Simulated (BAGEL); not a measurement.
# SiH2F2 (SMILES F[SiH2]F): a chain of runs

Aim: a single-point energy (HF/def2-SVP), then a single-point energy (NEVPT2(2,2)/def2-SVP), then the energy (CASPT2(2,2)/def2-SVP) of SiH2F2. 

Program for the calculation: BAGEL 1.2.2.

1 further run of the same task is left out (set aside as unsound or not needed).

### Step 1. The system as given

SiH2F2 has 5 atoms, charge 0, and is taken as a singlet. SMILES: `F[SiH2]F`. The F1–Si2 distance was set to 3.013 Å, away from the relaxed value. At this shape a bond of the SMILES string is far longer than usual.

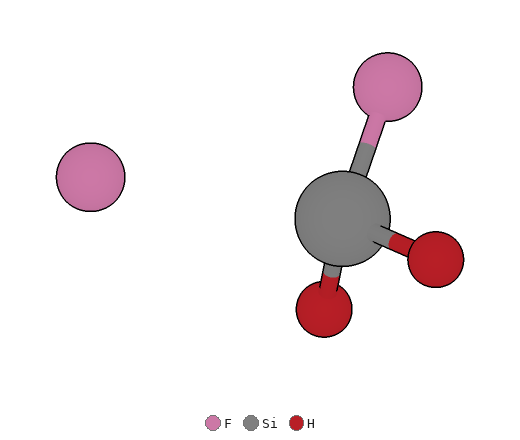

The structure, seen from a chosen angle (fluorine pink, silicon grey, hydrogen red).

### Step 2. A single-point energy at HF/def2-SVP (density fitting with svp-jkfit) (run 1)

File input.json:

```json
{ "bagel": [

{
  "title": "molecule",
  "basis": "svp",
  "df_basis": "svp-jkfit",
  "angstrom": true,
  "geometry": [
    { "atom": "F", "xyz": [   -2.045406,    1.023058,    1.912035 ] },
    { "atom": "Si", "xyz": [   -0.005220,   -0.000540,   -0.054090 ] },
    { "atom": "F", "xyz": [    1.247630,   -0.520590,    0.766910 ] },
    { "atom": "H", "xyz": [   -0.590470,   -1.138740,   -0.786300 ] },
    { "atom": "H", "xyz": [    0.427070,    1.121680,   -0.907250 ] }
  ]
},
{ "title": "hf" },
{ "title": "print", "file": "orbitals.molden", "orbitals": true }

]}
```

On the command line:

```sh
$ BAGEL_NUM_THREADS=1 BAGEL input.json > input.out
```

The log of the run:

```text
* using 1 threads per process

  ===============================================================
  ===============================================================

  *** Geometry ***

  { "atom" : "F", "xyz" : [     -3.865257,      1.933299,      3.613222 ] },
  { "atom" : "Si", "xyz" : [     -0.009864,     -0.001020,     -0.102215 ] },
  { "atom" : "F", "xyz" : [      2.357679,     -0.983773,      1.449250 ] },
  { "atom" : "H", "xyz" : [     -1.115827,     -2.151907,     -1.485892 ] },
  { "atom" : "H", "xyz" : [      0.807045,      2.119668,     -1.714454 ] },

  Number of auxiliary basis functions:      318

  Since a DF basis is specified, we compute 2- and 3-index integrals:
    o Being stored without compression. Storage requirement is 0.008 GB

  Number of basis functions:       56
  Number of electrons      :       34

    * METHOD: MOLECULE                             0.08

  *** RHF ***

  === Nuclear Repulsion ===
    92.0603303189

      * DIIS with orbital gradients will be used.

  === RHF iteration (svp) ===
      0       -488.26283620          0.03096001           0.02
      1       -488.08505539          0.03975886           0.02
      2       -488.57861036          0.00616500           0.02
      3       -488.59044111          0.00194515           0.02
      4       -488.59164526          0.00031521           0.02
      5       -488.59172802          0.00010122           0.02
      6       -488.59173680          0.00003568           0.02
      7       -488.59173815          0.00001635           0.02
      8       -488.59173844          0.00000525           0.02
      9       -488.59173847          0.00000348           0.02
     10       -488.59173850          0.00000163           0.02
     11       -488.59173850          0.00000052           0.02
     12       -488.59173850          0.00000025           0.02
     13       -488.59173850          0.00000010           0.02
     14       -488.59173850          0.00000001           0.02
     15       -488.59173850          0.00000001           0.02
    * SCF iteration converged.

    * Permanent dipole moment:
           (   -1.708114,     0.903299,     2.511685) a.u.

    * METHOD: HF                                   0.37

    * METHOD: PRINT                                0.01

  ===============================================================
```

Run time: 0.58 s. Hardware: 1 thread of Arm Neoverse V1, shared host; peak memory 0.15 GiB.

### Step 3. A single-point energy at NEVPT2(2,2)/def2-SVP (density fitting with svp-jkfit) (run 2)

File nevpt2.json:

```json
{ "bagel" : [

{
  "title" : "molecule",
  "basis" : "svp",
  "df_basis" : "svp-jkfit",
  "angstrom" : "true",
  "geometry" : [
    { "atom" : "F", "xyz" : [   -2.045406,    1.023058,    1.912035 ] },
    { "atom" : "Si", "xyz" : [   -0.005220,   -0.000540,   -0.054090 ] },
    { "atom" : "F", "xyz" : [    1.247630,   -0.520590,    0.766910 ] },
    { "atom" : "H", "xyz" : [   -0.590470,   -1.138740,   -0.786300 ] },
    { "atom" : "H", "xyz" : [    0.427070,    1.121680,   -0.907250 ] }
  ]
},
{ "title" : "hf", "charge" : 0 },
{ "title" : "casscf", "nstate" : 1, "nact" : 2, "nclosed" : 16, "charge" : 0, "active" : [17, 18], "maxiter" : 200, "natocc" : "true" },
{
  "title" : "nevpt2",
  "nstate" : 1,
  "nact" : 2,
  "nclosed" : 16,
  "charge" : 0,
  "active" : [17, 18],
  "maxiter" : 200,
  "natocc" : "true",
  "ncore" : 7
},
{ "title" : "print", "file" : "orbitals.molden", "orbitals" : "true" }

]}
```

On the command line:

```sh
$ BAGEL_NUM_THREADS=1 BAGEL nevpt2.json > nevpt2.out
```

The log of the run:

```text
* using 1 threads per process

  ===============================================================
  ===============================================================

  *** Geometry ***

  { "atom" : "F", "xyz" : [     -3.865257,      1.933299,      3.613222 ] },
  { "atom" : "Si", "xyz" : [     -0.009864,     -0.001020,     -0.102215 ] },
  { "atom" : "F", "xyz" : [      2.357679,     -0.983773,      1.449250 ] },
  { "atom" : "H", "xyz" : [     -1.115827,     -2.151907,     -1.485892 ] },
  { "atom" : "H", "xyz" : [      0.807045,      2.119668,     -1.714454 ] },

  Number of auxiliary basis functions:      318

  Since a DF basis is specified, we compute 2- and 3-index integrals:
    o Being stored without compression. Storage requirement is 0.008 GB

  Number of basis functions:       56
  Number of electrons      :       34

    * METHOD: MOLECULE                             0.08

  *** RHF ***

  === Nuclear Repulsion ===
    92.0603303189

      * DIIS with orbital gradients will be used.

  === RHF iteration (svp) ===
      0       -488.26283620          0.03096001           0.02
      1       -488.08505539          0.03975886           0.02
      2       -488.57861036          0.00616500           0.02
      3       -488.59044111          0.00194515           0.02
      4       -488.59164526          0.00031521           0.02
      5       -488.59172802          0.00010122           0.02
      6       -488.59173680          0.00003568           0.02
      7       -488.59173815          0.00001635           0.02
      8       -488.59173844          0.00000525           0.02
      9       -488.59173847          0.00000348           0.02
     10       -488.59173850          0.00000163           0.02
     11       -488.59173850          0.00000052           0.02
     12       -488.59173850          0.00000025           0.02
     13       -488.59173850          0.00000010           0.02
     14       -488.59173850          0.00000001           0.02
     15       -488.59173850          0.00000001           0.02
    * SCF iteration converged.

    * Permanent dipole moment:
           (   -1.708114,     0.903299,     2.511685) a.u.

    * METHOD: HF                                   0.37

  ---------------------------
      CASSCF calculation
  ---------------------------

    ==== Active orbitals : =====
         Orbital 17
         Orbital 18
    ============================

    * nstate   :      1
    * nclosed  :     16
    * nact     :      2
    * nvirt    :     38
  === CASSCF iteration (svp) ===

    * Using the second-order algorithm

      0  0      -488.62114605     1.87e-02      0.01

      1  0      -488.65713603     5.05e-03      0.11

      2  0      -488.66174839     3.80e-03      0.12

      3  0      -488.66330313     2.05e-03      0.12

      4  0      -488.66372601     9.90e-04      0.12

      5  0      -488.66382481     4.61e-04      0.12

      6  0      -488.66384622     2.10e-04      0.12

      7  0      -488.66385069     9.54e-05      0.13

      8  0      -488.66385161     4.31e-05      0.12

      9  0      -488.66385180     1.94e-05      0.13

     10  0      -488.66385184     8.76e-06      0.12

     11  0      -488.66385184     3.95e-06      0.13

     12  0      -488.66385185     1.78e-06      0.12

     13  0      -488.66385185     8.01e-07      0.11

     14  0      -488.66385185     3.61e-07      0.11

     15  0      -488.66385185     1.62e-07      0.10

     16  0      -488.66385185     7.31e-08      0.08

     17  0      -488.66385185     3.29e-08      0.09

     18  0      -488.66385185     1.49e-08      0.08

     19  0      -488.66385185     6.69e-09      0.08

    * Second-order optimization converged. *

     guess   0:   closed 1.                   open ..

  === FCI iteration ===

      0  0      -488.54841275     1.22e-01      0.00
      1  0      -488.63394510     4.57e-02      0.00
      2  0 *    -488.66385185     9.18e-16      0.00

     * ci vector, state   0, <S^2> = 0.0000
       2.     0.8899785631
       .2    -0.4560023654

    * METHOD: CASSCF                               2.17

    * freezing 7 orbitals

  === DF-NEVPT2 calculation ===

    * 3-index integral transformation done
    * assembly done

      NEVPT2 correlation energy:   -0.4239907590      0.05

          (+0)     -0.3371254140
          (+0)'    -0.0206831178
          (+1)     -0.0177287658
          (+1)'    -0.0000000000
          (+2)     -0.0003792005
          (-1)     -0.0468307549
          (-1)'     0.0000000000
          (-2)     -0.0012435059

      NEVPT2 total energy:       -489.0878426051

    * METHOD: NEVPT2                               0.09

    * METHOD: PRINT                                0.01

  ===============================================================
```

Run time: 2.9 s. Hardware: 1 thread of Arm Neoverse V1, shared host; peak memory 0.15 GiB.

### Step 4. The energy at CASPT2(2,2)/def2-SVP (density fitting with svp-jkfit) (run 3)

File input.json:

```json
{ "bagel": [

{
  "title": "molecule",
  "basis": "svp",
  "df_basis": "svp-jkfit",
  "angstrom": "true",
  "geometry": [
    { "atom": "F", "xyz": [      -2.045406,       1.023058,       1.912035 ] },
    { "atom": "Si", "xyz": [      -0.005220,      -0.000540,      -0.054090 ] },
    { "atom": "F", "xyz": [       1.247630,      -0.520590,       0.766910 ] },
    { "atom": "H", "xyz": [      -0.590470,      -1.138740,      -0.786300 ] },
    { "atom": "H", "xyz": [       0.427070,       1.121680,      -0.907250 ] }
  ]
},

{ "title": "hf" },

{ "title": "casscf", "nstate": 1, "nact": 2, "nclosed": 16, "active": [17, 18], "maxiter": 200, "natocc": "true" },

{ "title": "print", "file": "orbitals.molden", "orbitals": "true" },

{ "title": "smith", "method": "caspt2", "ms": "true", "xms": "true", "sssr": "true", "shift": 0.2, "shift_imag": "true", "ncore": 7 }

]}
```

On the command line:

```sh
$ BAGEL_NUM_THREADS=1 BAGEL input.json > input.out
```

The log of the run:

```text
* using 1 threads per process

  ===============================================================
  ===============================================================

  *** Geometry ***

  { "atom" : "F", "xyz" : [     -3.865257,      1.933299,      3.613222 ] },
  { "atom" : "Si", "xyz" : [     -0.009864,     -0.001020,     -0.102215 ] },
  { "atom" : "F", "xyz" : [      2.357679,     -0.983773,      1.449250 ] },
  { "atom" : "H", "xyz" : [     -1.115827,     -2.151907,     -1.485892 ] },
  { "atom" : "H", "xyz" : [      0.807045,      2.119668,     -1.714454 ] },

  Number of auxiliary basis functions:      318

  Since a DF basis is specified, we compute 2- and 3-index integrals:
    o Being stored without compression. Storage requirement is 0.008 GB

  Number of basis functions:       56
  Number of electrons      :       34

    * METHOD: MOLECULE                             0.08

  *** RHF ***

  === Nuclear Repulsion ===
    92.0603303189

      * DIIS with orbital gradients will be used.

  === RHF iteration (svp) ===
      0       -488.26283620          0.03096001           0.02
      1       -488.08505539          0.03975886           0.02
      2       -488.57861036          0.00616500           0.02
      3       -488.59044111          0.00194515           0.02
      4       -488.59164526          0.00031521           0.02
      5       -488.59172802          0.00010122           0.02
      6       -488.59173680          0.00003568           0.02
      7       -488.59173815          0.00001635           0.02
      8       -488.59173844          0.00000525           0.02
      9       -488.59173847          0.00000348           0.02
     10       -488.59173850          0.00000163           0.02
     11       -488.59173850          0.00000052           0.02
     12       -488.59173850          0.00000025           0.02
     13       -488.59173850          0.00000010           0.02
     14       -488.59173850          0.00000001           0.02
     15       -488.59173850          0.00000001           0.02
    * SCF iteration converged.

    * Permanent dipole moment:
           (   -1.708114,     0.903299,     2.511685) a.u.

    * METHOD: HF                                   0.36

  ---------------------------
      CASSCF calculation
  ---------------------------

    ==== Active orbitals : =====
         Orbital 17
         Orbital 18
    ============================

    * nstate   :      1
    * nclosed  :     16
    * nact     :      2
    * nvirt    :     38
  === CASSCF iteration (svp) ===

    * Using the second-order algorithm

      0  0      -488.62114605     1.87e-02      0.01

      1  0      -488.65713603     5.05e-03      0.11

      2  0      -488.66174839     3.80e-03      0.12

      3  0      -488.66330313     2.05e-03      0.12

      4  0      -488.66372601     9.90e-04      0.12

      5  0      -488.66382481     4.61e-04      0.12

      6  0      -488.66384622     2.10e-04      0.12

      7  0      -488.66385069     9.54e-05      0.12

      8  0      -488.66385161     4.31e-05      0.13

      9  0      -488.66385180     1.94e-05      0.13

     10  0      -488.66385184     8.76e-06      0.12

     11  0      -488.66385184     3.95e-06      0.13

     12  0      -488.66385185     1.78e-06      0.11

     13  0      -488.66385185     8.01e-07      0.12

     14  0      -488.66385185     3.61e-07      0.11

     15  0      -488.66385185     1.62e-07      0.10

     16  0      -488.66385185     7.31e-08      0.08

     17  0      -488.66385185     3.29e-08      0.09

     18  0      -488.66385185     1.49e-08      0.08

     19  0      -488.66385185     6.69e-09      0.07

    * Second-order optimization converged. *

     guess   0:   closed 1.                   open ..

  === FCI iteration ===

      0  0      -488.54841275     1.22e-01      0.00
      1  0      -488.63394510     4.57e-02      0.00
      2  0 *    -488.66385185     9.18e-16      0.00

     * ci vector, state   0, <S^2> = 0.0000
       2.     0.8899785631
       .2    -0.4560023654

    * METHOD: CASSCF                               2.14

    * METHOD: PRINT                                0.01

  === SMITH program ===

    * freezing 7 orbitals

    * Approximate memory requirement for SMITH calulation per MPI process:
      o Storage requirement for T-amplitude, lambda, and residual is 0.01 GB
      o Storage requirement for MO integrals is 0.00 GB
    * Calculating and saving rdm4f

    * Zeroth order energy : state  0       -0.6323488547

    * CASPT2 iteration is performed using orthogonal basis

      -------------------------------------------  CASPT2 iteration  ---------------------------------------------------
       #      aibj      arbs      arbi      airj      risj      airs      arst      rist         Etot      error   time
      ------------------------------------------------------------------------------------------------------------------

       0  -0.33645  -0.00144  -0.04922  -0.01922  -0.00059  -0.02114  -0.00000  -0.00000   -0.4280713  0.0012553   0.03
       1  -0.33649  -0.00145  -0.04931  -0.01928  -0.00061  -0.02126  -0.00000  -0.00000   -0.4283938  0.0001150   0.02
       2  -0.33649  -0.00145  -0.04931  -0.01928  -0.00061  -0.02126  -0.00000  -0.00000   -0.4283975  0.0000157   0.02
       3  -0.33649  -0.00145  -0.04931  -0.01928  -0.00061  -0.02126   0.00000  -0.00000   -0.4283976  0.0000024   0.02
       4  -0.33649  -0.00145  -0.04931  -0.01928  -0.00061  -0.02126   0.00000  -0.00000   -0.4283976  0.0000003   0.02

      ------------------------------------------------------------------------------------------------------------------

    * CASPT2 energy : state  0     -489.0936358675
        w/o shift correction       -489.0922494383
        reference weight              0.9041037736

    * METHOD: SMITH                                0.18

  ===============================================================
```

Wall time 2.9 s (1 thread of Arm Neoverse V1, shared host); peak memory 0.15 GiB.

### Step 5. Results

```
                                 quantity          value
         run 1, HF/def2-SVP: total energy  -488.59174 Eh
        run 1, HF/def2-SVP: dipole moment         8.05 D
          run 1, HF/def2-SVP: HOMO energy      -10.63 eV
          run 1, HF/def2-SVP: LUMO energy       -1.29 eV
        run 1, HF/def2-SVP: HOMO–LUMO gap        9.34 eV
run 2, NEVPT2(2,2)/def2-SVP: total energy  -489.08784 Eh
run 3, CASPT2(2,2)/def2-SVP: total energy  -489.09364 Eh
```

In words: One bond (run 1, HF/def2-SVP) is far stretched, which a spin-restricted single reference describes badly; a broken-symmetry solution may lie lower.
